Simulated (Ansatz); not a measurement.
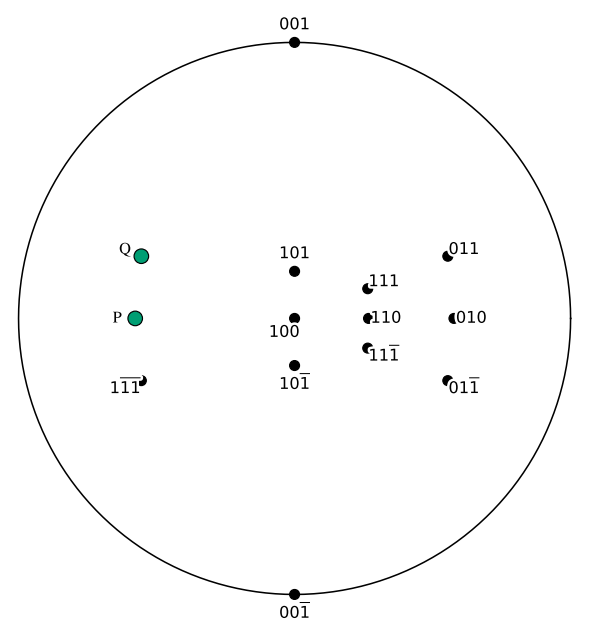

Stereographic projection of plane normals (upper hemisphere) centred on (1 0 0). Crystal: GaSb, the end point of a relaxation with DFT PBEsol, scalar-relativistic, plane waves, PAW (Ansatz 0.2.0). All values are computed from the atomic coordinates in the standard setting (tolerance 0.002 Å).

a = 4.304 Å, b = 4.304 Å, c = 10.604 Å, α = 90.00°, β = 90.00°, γ = 120.00°.

**Index the poles marked P, Q.**

P is (1 −1 0), in four indices (1 −1 0 0), 60.0° from the centre; Q is (1 −1 1), in four indices (1 −1 0 1), 61.9° from the centre.

**What is the angle between the normals of (1 0 −1) and (1 1 −1), and what are their d_hkl = 1/|g|?**

29.9°; d = 3.517 Å and 2.109 Å.
